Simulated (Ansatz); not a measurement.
# CH4ClFN2Si: the cost of one run

Method: RKS B3LYP/6-31G*, in Ansatz 0.2.0.

## (1) Starting point

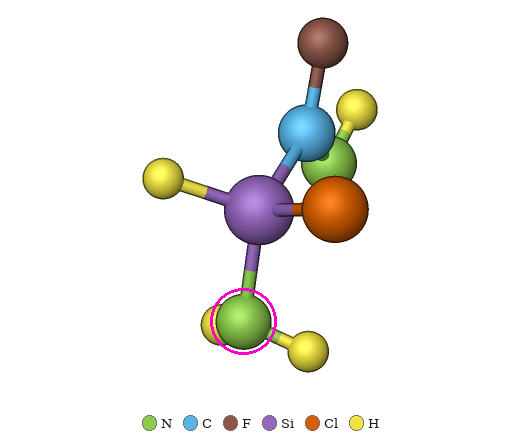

The starting structure, seen from a free direction (nitrogen green, carbon blue, fluorine brown, silicon purple, chlorine orange, hydrogen yellow). Ringed: N5.

As a file:

```xyz
10

N     1.3783   -1.3654   -0.0468
C     0.4727   -0.7163   -0.8197
F     0.4805   -0.9906   -2.1396
Si   -0.7071    0.5229   -0.1411
N    -0.5981    0.7869    1.5284
Cl   -0.5934    2.3384   -1.0804
H     1.9241   -1.9243   -0.6625
H    -2.1361    0.0649   -0.3443
H    -0.4001   -0.0932    2.0162
H     0.2623    1.3256    1.6928
```

## (2) End point A

Input file input.yaml:

```yaml
crystal:
  periodic: [false, false, false]
  atoms:
    - { symbol: "N", position_ang: [1.3783, -1.3654, -0.0468] }
    - { symbol: C, position_ang: [0.4727, -0.7163, -0.8197] }
    - { symbol: F, position_ang: [0.4805, -0.9906, -2.1396] }
    - { symbol: Si, position_ang: [-0.7071, 0.5229, -0.1411] }
    - { symbol: "N", position_ang: [-0.5981, 0.7869, 1.5284] }
    - { symbol: Cl, position_ang: [-0.5934, 2.3384, -1.0804] }
    - { symbol: H, position_ang: [1.9241, -1.9243, -0.6625] }
    - { symbol: H, position_ang: [-2.1361, 0.0649, -0.3443] }
    - { symbol: H, position_ang: [-0.4001, -0.0932, 2.0162] }
    - { symbol: H, position_ang: [0.2623, 1.3256, 1.6928] }
basis:
  gaussian: { orbitals: "6-31G*" }
hamiltonian:
  xc: b3lyp
relax:
  f_tol: 0.015
  max_steps: 40
```

On the command line:

```bash
> ansatz run input.yaml --threads 2 --pin off --max-ram 3072MiB --backend cpu --events-out ev --progress --plain --runs-dir out
```

**Question.** How long does this run take on 2 threads of INTEL XEON PLATINUM 8581C at 2.10GHz (Emerald Rapids), shared host, and how much memory does it need?

About 77 s, with a peak of 0.27 GiB.
